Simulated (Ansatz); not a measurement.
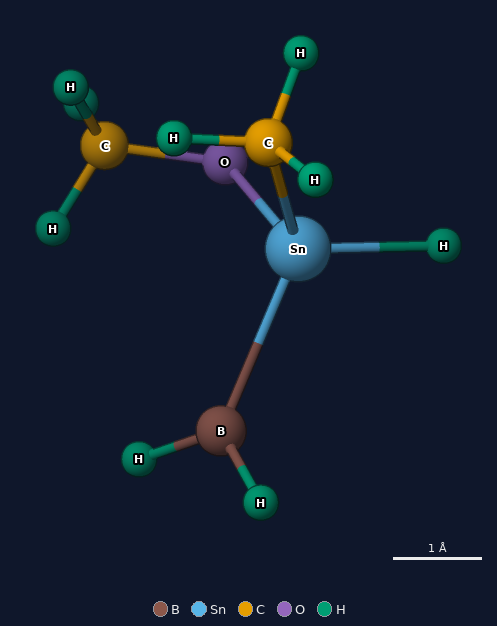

Fig. 1: The structure as given in the input (ball-and-stick view, seen at a tilt). Sticks mark near contacts.

Run report: C₂H₉BOSn, nudged elastic band (part 1 of 2)

C₂H₉BOSn, SMILES [BH2][SnH]([CH3])[O]C, computed with RKS PBE0-D4/def2-SVP (Ansatz 0.2.0).

It belongs to a series of runs on one base structure; here: band between the two ends.

Input file
```yaml
crystal:
  periodic: [false, false, false]
  atoms:
    - { symbol: B, position_ang: [-1.182997, 1.87847, 0.82017] }
    - { symbol: Sn, position_ang: [-0.291481, -0.183933, 0.974296] }
    - { symbol: C, position_ang: [1.863616, -0.225623, 0.914617] }
    - { symbol: O, position_ang: [-0.92223, -1.300235, -0.569212] }
    - { symbol: C, position_ang: [-0.666586, -0.897533, -1.873771] }
    - { symbol: H, position_ang: [-1.803051, 2.217604, -0.158756] }
    - { symbol: H, position_ang: [-1.04931, 2.676314, 1.717989] }
    - { symbol: H, position_ang: [-0.869586, -1.101926, 2.303493] }
    - { symbol: H, position_ang: [2.236147, 0.288131, 0.017577] }
    - { symbol: H, position_ang: [2.196997, -1.272584, 0.894203] }
    - { symbol: H, position_ang: [2.275919, 0.267438, 1.806718] }
    - { symbol: H, position_ang: [-1.04767, 0.120004, -2.109449] }
    - { symbol: H, position_ang: [0.413415, -0.90341, -2.135638] }
    - { symbol: H, position_ang: [-1.166081, -1.591816, -2.573537] }
basis:
  gaussian: { orbitals: def2-SVP }
hamiltonian:
  xc: pbe0
  dispersion: d4
neb:
  order_check: false
  images: 7
  f_tol: 0.03
  max_iterations: 60
  final_atoms:
    - { symbol: B, position_ang: [-1.22197365, 2.13357961, 1.26124431] }
    - { symbol: Sn, position_ang: [-0.35462971, 0.14525256, 0.69256371] }
    - { symbol: C, position_ang: [1.79824786, 0.03549291, 0.73529001] }
    - { symbol: O, position_ang: [-0.8972894, -0.15706253, -1.21364124] }
    - { symbol: C, position_ang: [-0.55494116, -1.33833982, -1.86253332] }
    - { symbol: H, position_ang: [-1.84431285, 2.78107386, 0.45686911] }
    - { symbol: H, position_ang: [-1.06753143, 2.5770145, 2.373727] }
    - { symbol: H, position_ang: [-1.00033467, -1.19179151, 1.57684194] }
    - { symbol: H, position_ang: [2.22601324, 0.81770479, 0.0929993] }
    - { symbol: H, position_ang: [2.1261476, -0.94793358, 0.3702062] }
    - { symbol: H, position_ang: [2.16211738, 0.17350179, 1.76356789] }
    - { symbol: H, position_ang: [0.54173552, -1.48908388, -1.95958954] }
    - { symbol: H, position_ang: [-0.96203281, -2.24741714, -1.37001128] }
    - { symbol: H, position_ang: [-0.96411393, -1.32109054, -2.88883408] }
  initial_path:
    images:
      - { positions_ang: [[-1.182997, 1.87847, 0.82017], [-0.291481, -0.183933, 0.974296], [1.863616, -0.225623, 0.914617], [-0.92223, -1.300235, -0.569212], [-0.666586, -0.897533, -1.873771], [-1.803051, 2.217604, -0.158756], [-1.04931, 2.676314, 1.717989], [-0.869586, -1.101926, 2.303493], [2.236147, 0.288131, 0.017577], [2.196997, -1.272584, 0.894203], [2.275919, 0.267438, 1.806718], [-1.04767, 0.120004, -2.109449], [0.413415, -0.90341, -2.135638], [-1.166081, -1.591816, -2.573537]] }
      - { positions_ang: [[-1.18993243, 1.89299503, 0.90491653], [-0.35858523, -0.15876956, 0.9207581], [1.78434801, -0.18776937, 0.82814545], [-1.0207418, -1.16574526, -0.65694199], [-0.58078246, -0.95774462, -1.85553654], [-1.95489058, 2.21695263, 0.20643459], [-0.89990009, 2.72475077, 1.59464583], [-0.89622024, -1.10017646, 2.25088447], [2.15009066, 0.37853799, -0.02731728], [2.13065877, -1.22944497, 0.75227397], [2.21286587, 0.25392005, 1.7473406], [-0.68918225, 0.01720173, -2.07510232], [0.36500622, -1.16256055, -1.94532925], [-1.06563247, -1.55124642, -2.61647216]] }
      - { positions_ang: [[-1.19686786, 1.90752006, 0.98966306], [-0.42568945, -0.13360611, 0.86722021], [1.70508002, -0.14991575, 0.74167391], [-1.1192536, -1.03125551, -0.74467198], [-0.49497892, -1.01795624, -1.83730209], [-2.10673015, 2.21630126, 0.57162518], [-0.75049017, 2.77318755, 1.47130266], [-0.92285448, -1.09842692, 2.19827593], [2.06403433, 0.46894499, -0.07221155], [2.06432055, -1.18630595, 0.61034494], [2.14981274, 0.24040211, 1.6879632], [-0.3306945, -0.08560054, -2.04075565], [0.31659744, -1.4217111, -1.75502049], [-0.96518393, -1.51067683, -2.65940733]] }
      - { positions_ang: [[-1.20380329, 1.92204509, 1.07440959], [-0.49279368, -0.10844267, 0.81368231], [1.62581202, -0.11206212, 0.65520236], [-1.2177654, -0.89676577, -0.83240197], [-0.40917538, -1.07816786, -1.81906763], [-2.25856973, 2.21564989, 0.93681577], [-0.60108026, 2.82162432, 1.34795949], [-0.94948872, -1.09667739, 2.1456674], [1.97797799, 0.55935198, -0.11710583], [1.99798232, -1.14316692, 0.46841591], [2.08675961, 0.22688416, 1.6285858], [0.02779325, -0.18840281, -2.00640897], [0.26818867, -1.68086165, -1.56471174], [-0.8647354, -1.47010725, -2.70234249]] }
      - { positions_ang: [[-1.21073872, 1.93657012, 1.15915612], [-0.5598979, -0.08327922, 0.76014442], [1.54654403, -0.0742085, 0.56873081], [-1.3162772, -0.76227602, -0.92013196], [-0.32337185, -1.13837948, -1.80083318], [-2.41040931, 2.21499852, 1.30200636], [-0.45167034, 2.87006109, 1.22461632], [-0.97612296, -1.09492785, 2.09305887], [1.89192165, 0.64975897, -0.16200011], [1.9316441, -1.1000279, 0.32648688], [2.02370648, 0.21336621, 1.5692084], [0.386281, -0.29120509, -1.97206229], [0.21977989, -1.9400122, -1.37440299], [-0.76428687, -1.42953767, -2.74527766]] }
      - { positions_ang: [[-1.21354745, 1.98582249, 1.18467817], [-0.50858085, -0.02614628, 0.74324924], [1.60946999, -0.04678315, 0.61037061], [-1.21153025, -0.61097265, -0.99350928], [-0.38126418, -1.18836956, -1.81625821], [-2.26888519, 2.35651735, 1.09072205], [-0.60563562, 2.79679944, 1.51189399], [-0.98217588, -1.11914376, 1.96400464], [1.97544455, 0.69174543, -0.09825026], [1.98026997, -1.06200432, 0.33741671], [2.0583092, 0.20340011, 1.61779827], [0.42514463, -0.59067478, -1.9689441], [-0.07567329, -2.01686344, -1.37330506], [-0.81424363, -1.40242588, -2.78116677]] }
      - { positions_ang: [[-1.21635619, 2.03507486, 1.21020021], [-0.45726381, 0.03098667, 0.72635406], [1.67239595, -0.0193578, 0.65201041], [-1.1067833, -0.45966927, -1.0668866], [-0.43915651, -1.23835965, -1.83168325], [-2.12736108, 2.49803619, 0.87943774], [-0.75960089, 2.7235378, 1.79917166], [-0.98822881, -1.14335968, 1.8349504], [2.05896745, 0.73373188, -0.0345004], [2.02889585, -1.02398074, 0.34834654], [2.09291193, 0.193434, 1.66638815], [0.46400826, -0.89014448, -1.96582592], [-0.37112646, -2.09371467, -1.37220713], [-0.8642004, -1.3753141, -2.81705587]] }
      - { positions_ang: [[-1.21916492, 2.08432724, 1.23572226], [-0.40594676, 0.08811961, 0.70945889], [1.7353219, 0.00806755, 0.69365021], [-1.00203635, -0.3083659, -1.14026392], [-0.49704883, -1.28834974, -1.84710828], [-1.98583696, 2.63955502, 0.66815343], [-0.91356616, 2.65027615, 2.08644933], [-0.99428174, -1.16757559, 1.70589617], [2.14249035, 0.77571833, 0.02924945], [2.07752172, -0.98595716, 0.35927637], [2.12751466, 0.18346789, 1.71497802], [0.50287189, -1.18961418, -1.96270773], [-0.66657963, -2.17056591, -1.37110921], [-0.91415716, -1.34820232, -2.85294498]] }
      - { positions_ang: [[-1.22197365, 2.13357961, 1.26124431], [-0.35462971, 0.14525256, 0.69256371], [1.79824786, 0.03549291, 0.73529001], [-0.8972894, -0.15706253, -1.21364124], [-0.55494116, -1.33833982, -1.86253332], [-1.84431285, 2.78107386, 0.45686911], [-1.06753143, 2.5770145, 2.373727], [-1.00033467, -1.19179151, 1.57684194], [2.22601324, 0.81770479, 0.0929993], [2.1261476, -0.94793358, 0.3702062], [2.16211738, 0.17350179, 1.76356789], [0.54173552, -1.48908388, -1.95958954], [-0.96203281, -2.24741714, -1.37001128], [-0.96411393, -1.32109054, -2.88883408]] }
```

Hardware: 2 threads of Arm Neoverse V2, 24 GiB of memory available, shared host.

Command:
```bash
ansatz run input.yaml --threads 2 --pin off --max-ram 3072MiB --backend cpu --events-out ev --progress --plain --runs-dir out
```

Log
```
Engine: ansatz 0.2.0, aarch64-unknown-linux-gnu
Functional definition: PBE0
  parameter a = 0.25
  parameter kappa = 0.804
  parameter beta = 0.06672455060314922
  exchange = (1 - a)*pbe_x(kappa = kappa, mu = beta*pi^2/3) + a*exact_x
  correlation = pbe_c(beta = beta)
1492 factors; integrals over basis functions are off by at most 3.9e-4 eV
mean field evaluation 1: about -10755.8022 eV, gradient 6.1e1 eV
mean field evaluation 2: about -10695.2436 eV, gradient 1.4e2 eV
mean field evaluation 4: about -10763.9896 eV, gradient 9.8e0 eV
mean field evaluation 8: about -10764.3904 eV, gradient 2.8e-1 eV
mean field evaluation 16: about -10764.3906 eV, gradient 1.9e-5 eV
mean field -10764.39063897 eV, -395.5840596163 hartree, gradient 1.9e-5 eV, S^2 0.000000; 0 other end points of the search recorded, 0 dependent functions left out
the calculation of the forces begins
reference -10764.39067308 eV, -395.5840608696 hartree; 28, 28 occupied and 99, 99 virtual orbitals, 1492 factors
1492 factors; integrals over basis functions are off by at most 6.5e-4 eV
mean field evaluation 32: about -10764.4059 eV, gradient 5.0e-4 eV
mean field -10764.40585566 eV, -395.5846188193 hartree, gradient 1.9e-5 eV, S^2 0.000000; 0 other end points of the search recorded, 0 dependent functions left out
[... from here on the field's lines of each further geometry are left out, up to the last ...]
NEB iter   1: max|band force component| = 1.055e1 eV/Å  barrier→ = 2.9029 eV  barrier← = 2.9143 eV  Δτ_max = 0.1985 Å  (250 SCF iters)
NEB iter   2: max|band force component| = 1.918e0 eV/Å  barrier→ = 0.2925 eV  barrier← = 0.3039 eV  Δτ_max = 0.1924 Å  (215 SCF iters)
NEB iter   3: max|band force component| = 1.286e0 eV/Å  barrier→ = 0.1986 eV  barrier← = 0.2099 eV  Δτ_max = 0.1180 Å  (214 SCF iters)
NEB iter   4: max|band force component| = 2.101e-1 eV/Å  barrier→ = 0.0661 eV  barrier← = 0.0775 eV  CI = image 4  Δτ_max = 0.0451 Å  (221 SCF iters)
NEB iter   5: max|band force component| = 9.410e-2 eV/Å  barrier→ = 0.0631 eV  barrier← = 0.0745 eV  CI = image 4  Δτ_max = 0.0472 Å  (223 SCF iters)
NEB iter   6: max|band force component| = 6.898e-2 eV/Å  barrier→ = 0.0599 eV  barrier← = 0.0712 eV  CI = image 4  Δτ_max = 0.0526 Å  (190 SCF iters)
NEB iter   7: max|band force component| = 8.091e-2 eV/Å  barrier→ = 0.0582 eV  barrier← = 0.0696 eV  CI = image 4  Δτ_max = 0.0264 Å  (209 SCF iters)
NEB iter   8: max|band force component| = 6.381e-2 eV/Å  barrier→ = 0.0574 eV  barrier← = 0.0687 eV  CI = image 4  Δτ_max = 0.0527 Å  (185 SCF iters)
NEB iter   9: max|band force component| = 3.391e-2 eV/Å  barrier→ = 0.0559 eV  barrier← = 0.0673 eV  CI = image 4  Δτ_max = 0.1053 Å  (207 SCF iters)
NEB iter  10: max|band force component| = 1.242e-1 eV/Å  barrier→ = 0.0532 eV  barrier← = 0.0645 eV  CI = image 4  Δτ_max = 0.0531 Å  (206 SCF iters)
NEB iter  11: max|band force component| = 3.727e-1 eV/Å  barrier→ = 0.0515 eV  barrier← = 0.0629 eV  CI = image 4  Δτ_max = 0.0264 Å  (208 SCF iters)
NEB iter  12: max|band force component| = 1.370e-1 eV/Å  barrier→ = 0.0504 eV  barrier← = 0.0617 eV  CI = image 4  Δτ_max = 0.0527 Å  (208 SCF iters)
NEB iter  13: max|band force component| = 3.283e-2 eV/Å  barrier→ = 0.0485 eV  barrier← = 0.0598 eV  CI = image 4  Δτ_max = 0.0809 Å  (201 SCF iters)
NEB iter  14: max|band force component| = 3.038e-2 eV/Å  barrier→ = 0.0455 eV  barrier← = 0.0568 eV  CI = image 4  Δτ_max = 0.0823 Å  (197 SCF iters)
NEB iter  15: max|band force component| = 3.263e-2 eV/Å  barrier→ = 0.0427 eV  barrier← = 0.0540 eV  CI = image 4  Δτ_max = 0.0414 Å  (204 SCF iters)
NEB iter  16: max|band force component| = 3.403e-2 eV/Å  barrier→ = 0.0415 eV  barrier← = 0.0529 eV  CI = image 4  Δτ_max = 0.0207 Å  (194 SCF iters)
NEB iter  17: max|band force component| = 2.775e-2 eV/Å  barrier→ = 0.0409 eV  barrier← = 0.0523 eV  CI = image 4  Δτ_max = 0.0207 Å  (172 SCF iters)
NEB iter  18: max|band force component| = 4.018e-2 eV/Å  barrier→ = 0.0404 eV  barrier← = 0.0517 eV  CI = image 4  Δτ_max = 0.0415 Å  (25 SCF iters)
NEB iter  19: max|band force component| = 2.517e-1 eV/Å  barrier→ = 0.0394 eV  barrier← = 0.0507 eV  CI = image 4  Δτ_max = 0.0207 Å  (206 SCF iters)
NEB iter  20: max|band force component| = 2.811e-1 eV/Å  barrier→ = 0.0389 eV  barrier← = 0.0503 eV  CI = image 4  Δτ_max = 0.0103 Å  (196 SCF iters)
NEB iter  21: max|band force component| = 1.157e-1 eV/Å  barrier→ = 0.0386 eV  barrier← = 0.0499 eV  CI = image 4  Δτ_max = 0.0207 Å  (181 SCF iters)
NEB iter  22: max|band force component| = 4.097e-2 eV/Å  barrier→ = 0.0381 eV  barrier← = 0.0495 eV  CI = image 4  Δτ_max = 0.0413 Å  (179 SCF iters)
NEB iter  23: max|band force component| = 1.426e-2 eV/Å  barrier→ = 0.0373 eV  barrier← = 0.0487 eV  CI = image 4  Δτ_max = 0.0644 Å  (183 SCF iters)
NEB iter  24: max|band force component| = 1.384e-1 eV/Å  barrier→ = 0.0364 eV  barrier← = 0.0477 eV  CI = image 4  Δτ_max = 0.0828 Å  (31 SCF iters)
NEB iter  25: max|band force component| = 1.678e-2 eV/Å  barrier→ = 0.0360 eV  barrier← = 0.0473 eV  CI = image 4  Δτ_max = 0.0533 Å  (202 SCF iters)
NEB iter  26: max|band force component| = 1.870e-1 eV/Å  barrier→ = 0.0357 eV  barrier← = 0.0471 eV  CI = image 4  Δτ_max = 0.0704 Å  (31 SCF iters)
NEB iter  27: max|band force component| = 1.987e-2 eV/Å  barrier→ = 0.0355 eV  barrier← = 0.0468 eV  CI = image 4  Δτ_max = 0.0821 Å  (384 SCF iters)
NEB iter  28: max|band force component| = 1.424e-1 eV/Å  barrier→ = 0.0379 eV  barrier← = 0.0493 eV  CI = image 4  Δτ_max = 0.0413 Å  (31 SCF iters)
NEB iter  29: max|band force component| = 9.352e-2 eV/Å  barrier→ = 0.0364 eV  barrier← = 0.0478 eV  CI = image 4  Δτ_max = 0.0502 Å  (185 SCF iters)
```
